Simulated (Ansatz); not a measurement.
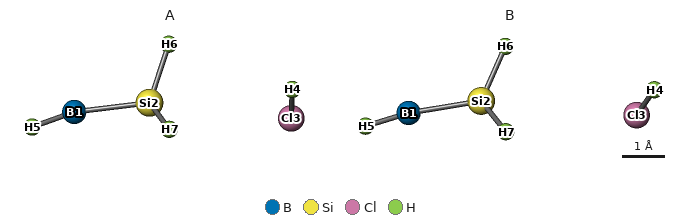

Two geometries of BSiH4Cl, drawn at one scale. One is the start of a relaxation, the other its converged end. The picture is a ball-and-stick view, seen at a tilt.

All numbers below come from Ansatz 0.2.0, RKS PBE0-D4/def2-TZVP. Settings: force threshold 0.005 eV/Å; at most 200 steps.

**Which of the two is the end point?**

Structure B is the relaxed one. It is one of the separated reactants of a reaction. The energy falls by 0.042 eV in 13 accepted moves (17 points after the start). The largest force component goes from 0.45 to 0.0017 eV/Å. The line search rejected the trial steps at points 3, 8, 10, 15 of the run. The forces were under the threshold at step 9, but the run went on from there. The atom that moves furthest after the best rigid fit is H4 (0.54 Å). By element the largest moves are H 0.54 Å, Si 0.21 Å, Cl 0.18 Å, B 0.14 Å. Near-neighbour distances that change, for instance: B1–Si2 1.866 → 1.831 Å, Si2–H6 1.505 → 1.479 Å, B1–H5 1.206 → 1.181 Å, Cl3–H4 1.297 → 1.279 Å. Among the angles between lasting bonds that change: Si2–B1–H5 159.7° → 167.8°, B1–Si2–H6 113.7° → 118.5°, H6–Si2–H7 112.9° → 116.9°.

Limits of the set-up: the start holds two separate molecules, 3.2 Å apart at their closest, whose relative position is a soft coordinate.
